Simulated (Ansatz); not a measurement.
# CH3BrO2Si: ladder of methods at one geometry

A script is to give a ladder of methods at one geometry; the system is CH3BrO2Si. SMILES: O[Si]1(Br)CO1.

Computed with the Python package of Ansatz 0.2.0. The levels of theory stand in the script.

## Step 1: The system

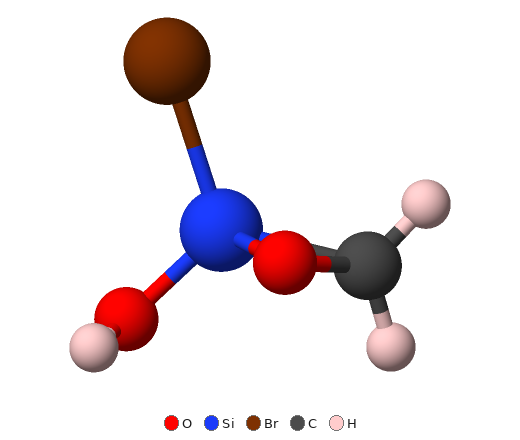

The structure that the script starts from, seen from a chosen angle (oxygen red, silicon blue, bromine brown, carbon dark grey, hydrogen pink).

The script holds or builds the structure itself.

## Step 2: The code

methods_ch3bro2si.py reads:

```python
"""CH3BrO2Si at several levels of theory."""

from pathlib import Path
import logging
import sys

import ansatz as az
from ase import Atoms
import numpy as np

logging.basicConfig(stream=sys.stdout, format="%(levelname)s %(message)s")
log = logging.getLogger("run")
log.setLevel(logging.INFO)

atoms = Atoms(["O", "Si", "Br", "C", "O", "H", "H", "H"], positions=[
    (-1.7027, 0.2647, -0.712),
    (-0.2515, 0.5769, -0.1271),
    (-0.0891, 2.384, 1.0621),
    (1.1579, -0.6468, -0.1552),
    (0.1019, -0.7038, 0.854),
    (-2.3119, -0.2229, -0.154),
    (2.1046, -0.3187, 0.1118),
    (1.083, -1.3904, -0.9354),
])
mol = az.Crystal.molecule_from_ase(atoms)

model = mol.calculation().basis(gaussian="def2-SVP")

log.info("functional    E (Ha)        dipole (D)   HOMO (eV)  LUMO (eV)")
for name in ["hf", "cam_b3lyp", "blyp", "lda"]:
    report = model.functional(name).forces().orbitals().run(threads=1, pin="off", runs_dir="runs").report
    lines = Path(report["orbitals_path"]).read_text().splitlines()
    field_of = lambda key: [line.split("=")[1].strip() for line in lines if line.startswith(key)]
    orbitals = [(27.211386 * float(e), s, float(n)) for e, s, n in zip(field_of("Ene="), field_of("Spin="), field_of("Occup="))]
    homo = max(e for e, _, n in orbitals if n > 0.5)
    lumo = min(e for e, _, n in orbitals if n < 0.5)
    dipole = 4.803205 * np.linalg.norm(report["charge_distribution"]["dipole_moment_e_ang"])
    log.info(f"{name:10s} {report['free_energy_ev'] / 27.211386246:14.6f} {dipole:9.3f} {homo:11.3f} {lumo:10.3f}")
```

## Step 3: The calls as engine input

The engine receives this input (first run):

```yaml
crystal:
  periodic: [false, false, false]
  atoms:
    - { symbol: O, position_ang: [-1.7027, 0.2647, -0.712] }
    - { symbol: Si, position_ang: [-0.2515, 0.5769, -0.1271] }
    - { symbol: Br, position_ang: [-0.0891, 2.384, 1.0621] }
    - { symbol: C, position_ang: [1.1579, -0.6468, -0.1552] }
    - { symbol: O, position_ang: [0.1019, -0.7038, 0.854] }
    - { symbol: H, position_ang: [-2.3119, -0.2229, -0.154] }
    - { symbol: H, position_ang: [2.1046, -0.3187, 0.1118] }
    - { symbol: H, position_ang: [1.083, -1.3904, -0.9354] }
basis:
  gaussian:
    orbitals: def2-SVP
hamiltonian:
  xc: hf
output:
  orbitals: {}
  forces: true
```

## Step 4: Running it

Started as:

```console
> python methods_ch3bro2si.py
```

Output:

```text
INFO functional    E (Ha)        dipole (D)   HOMO (eV)  LUMO (eV)
INFO hf           -3050.174407     1.506     -10.225      2.062
INFO cam_b3lyp    -3053.560286     1.176      -8.573     -0.262
INFO blyp         -3053.476459     0.981      -5.814     -2.028
INFO lda          -3047.357277     1.016      -6.149     -2.362
```

It took 8 s on 1 thread of Intel Xeon 6975P-C (Granite Rapids), shared host; peak memory 0.35 GiB.

## Step 5: What changed from run to run

The engine's inputs for the other runs:

Run 2, against run 1:

```diff
@@ -16 +16 @@
-  xc: hf
+  xc: cam_b3lyp
```

Run 3, against run 1:

```diff
@@ -16 +16 @@
-  xc: hf
+  xc: blyp
```

Run 4, against run 1:

```diff
@@ -16 +16 @@
-  xc: hf
+  xc: lda
```

Lines on the test bed's own set-up are left out of the output.

## Step 6: Run by run

One row for each of the 4 runs:

| run | functional | energy (eV) | SCF cycles | CPU time (s) |
| --- | --- | --- | --- | --- |
| 1 | hf | -82999.4739 | 12 | 1.5 |
| 2 | cam_b3lyp | -83091.6084 | 19 | 3.3 |
| 3 | blyp | -83089.3273 | 19 | 1.8 |
| 4 | lda | -82922.8159 | 19 | 1 |

Totals under unlike functionals or potentials can't be compared directly.

The fields below are those of run 1.

## Step 7: Orbitals and fields

The fields below are evaluated on a grid from the run's orbitals.

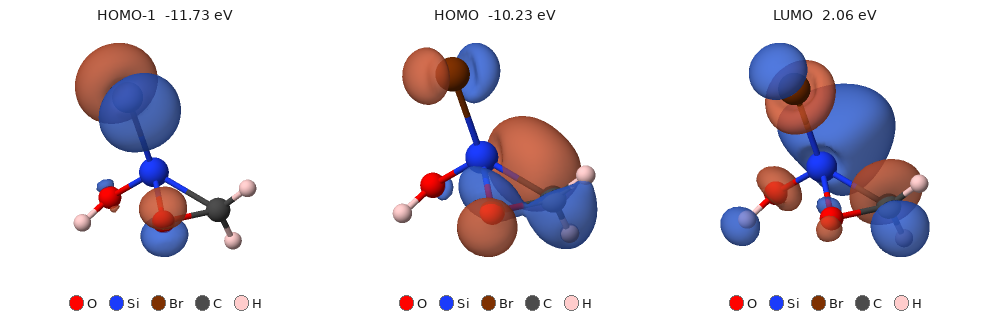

Hartree-Fock/def2-SVP orbitals near the gap, drawn at the value that encloses 70 % of each; the two colours are the two signs.

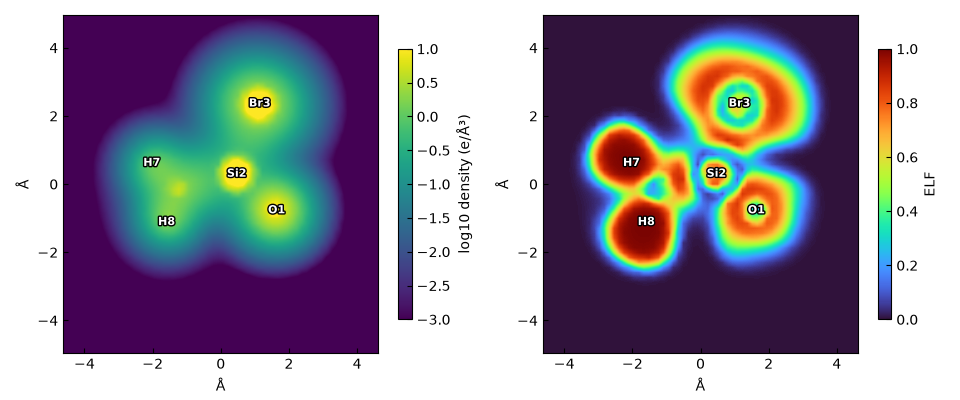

Density (left) and ELF (right) in a plane through or near 5 of the atoms.

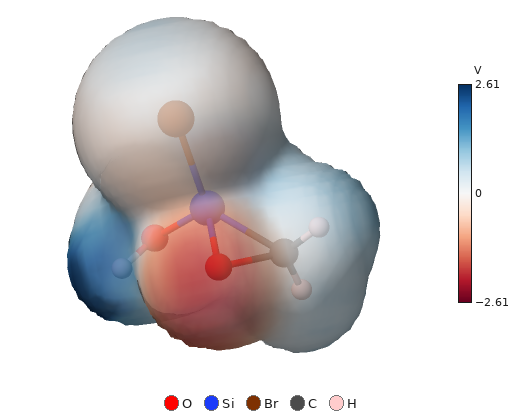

Electrostatic potential on the surface of density 0.002 e/bohr³; red is low, blue high. It runs, from the 1st to the 99th percentile, from -1.86 V near O5 to 2.61 V near H6.

## Step 8: Outcome

| quantity | value |
| --- | --- |
| runs compared | 4 |
| HOMO-LUMO gap of the mean field (Hartree-Fock/def2-SVP) | 12.29 eV |

**Reading.** All 4 runs converged, in 12 to 19 cycles. Caveats:
- The geometry is a force-field or estimated start, not a minimum of this method, and the basis set is short of its limit. A lower total doesn't mark the better method: functionals have no common bound, and MP2 and coupled cluster aren't variational.
- Levels such as HOMO and LUMO are orbital energies: with these approximate functionals they aren't the ionisation energy and electron affinity, and their gap isn't the fundamental gap.
